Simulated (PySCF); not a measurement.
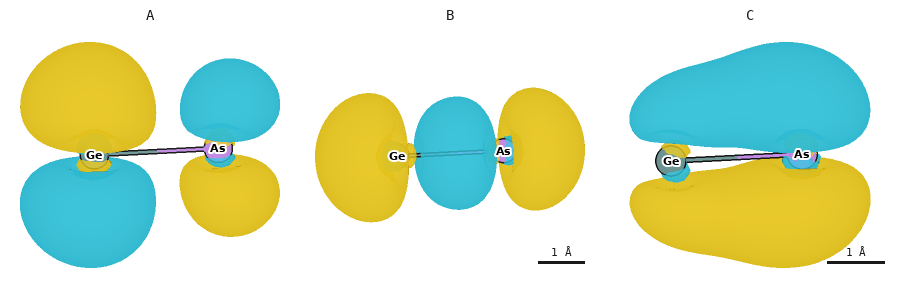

*GeAs (charge +1, triplet). Three frontier α-spin orbitals, each drawn at the value that holds 80 % of its norm (yellow and cyan are the two phases), in no order; of a degenerate pair one member is drawn.*

Computed with PySCF, PBE0/def2-TZVPPD, non-relativistic Hamiltonian with scalar-relativistic core potentials where named, at a bond length of 2.412 Å.

Label each orbital by symmetry, say whether it is occupied, and order them by energy.

Orbital C: π, occupied in this spin, −13.41 eV; mainly on As (75 %).
Orbital B: σ, occupied in this spin, −13.16 eV; shared between the atoms (Ge 50 %, As 50 %).
Orbital A: π, empty in this spin, −8.89 eV; mainly on Ge (75 %).
